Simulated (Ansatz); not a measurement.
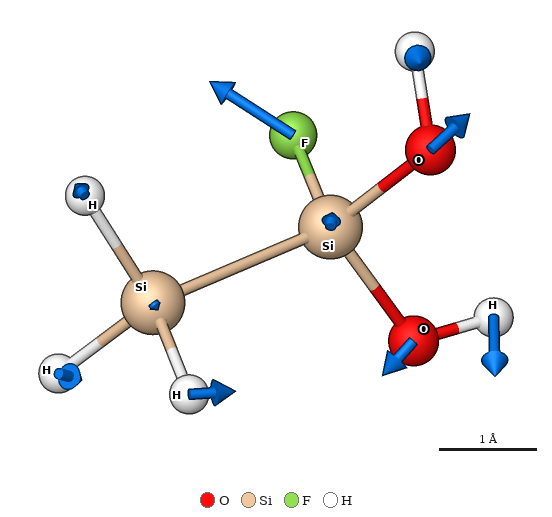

A relaxation of Si2H5O2F (coarse preliminary run). The starting structure is drawn; blue arrows show the displacements, magnified 5 times. The two geometries are superimposed by the best rigid fit.

The picture is a ball-and-stick view, seen at a tilt.

The start comes from a force field.

The calculation used RKS PBE-D4/def2-SVP in Ansatz. Settings: force threshold 0.03 eV/Å; at most 200 steps.

What did the optimiser do to the structure, and how much energy did it gain?

The atom that moves furthest after the best rigid fit is the F atom (0.21 Å). Largest moves by element: F 0.21 Å, H 0.17 Å, O 0.12 Å, Si 0.04 Å. Near-neighbour distances that change, for instance: F–Si 1.545 → 1.645 Å, H–O 1.036 → 0.973 Å, O–Si 1.611 → 1.672 Å, H–Si 1.470 → 1.506 Å. Bond angles that change, for instance: O–Si–F 104.4° → 111.3°, O–Si–Si 113.4° → 108.0°, F–Si–Si 112.5° → 107.9°. The energy falls by 11.3 kcal/mol in 7 geometry steps. The largest force component goes from 3.2 to 0.014 eV/Å.
